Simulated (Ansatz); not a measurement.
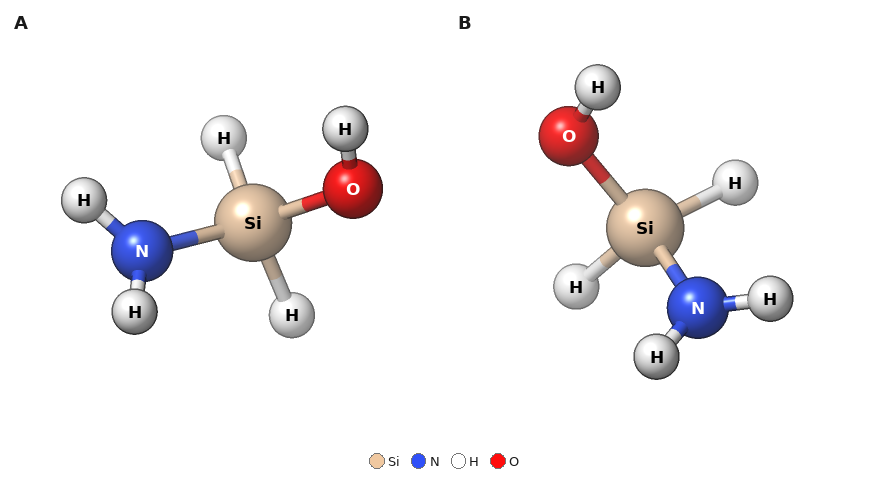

Atoms fade into the background with distance from the viewer. The computed structure is the end point of a PBE0-D4/def2-TZVP optimisation.

Are A and B the same structure? If not, how do they differ?

Answer. No. They are mirror images that no rotation superimposes: the geometry of H5NOSi is chiral (C1). Their energies are equal.
